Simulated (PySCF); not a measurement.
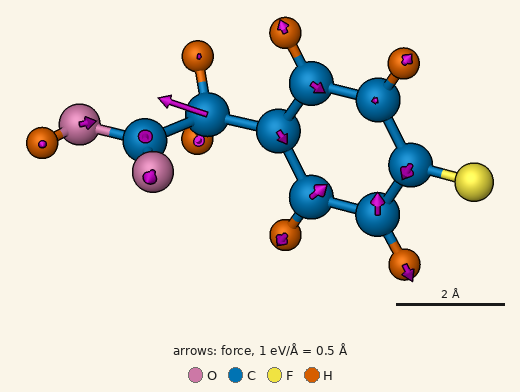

Starting geometry of C8H7FO2 with the computed forces as purple arrows. Style: ball-and-stick. Shown at a tilt.

The start comes from GFN2-xTB. Its atoms were then displaced at random by about 0.01 Å.

Theory: PBE0-D3(BJ)/def2-SVP geometry optimisation, gas phase in PySCF. 

### What follows when this structure is relaxed?

It isn't relaxed: the largest force vector, on a C atom, is 1.99 eV/Å. The final displacements have little in common with the starting forces (cosine between the two patterns 0.30). After 10 geometry steps the energy has fallen by 10.2 kJ/mol. The largest move after the best rigid fit is that of an O atom, 0.14 Å. By element the largest moves are O 0.14 Å, H 0.06 Å, C 0.05 Å, F 0.02 Å. Among the contacts that change: C–C 1.465 → 1.499 Å, C–C 1.532 → 1.512 Å, C–H 1.074 → 1.093 Å, C–H 1.088 → 1.103 Å. Bond angles that change, for instance: C–C–H 115.0° → 111.4°, C–C–H 104.6° → 107.6°, C–O–H 109.2° → 106.4°.
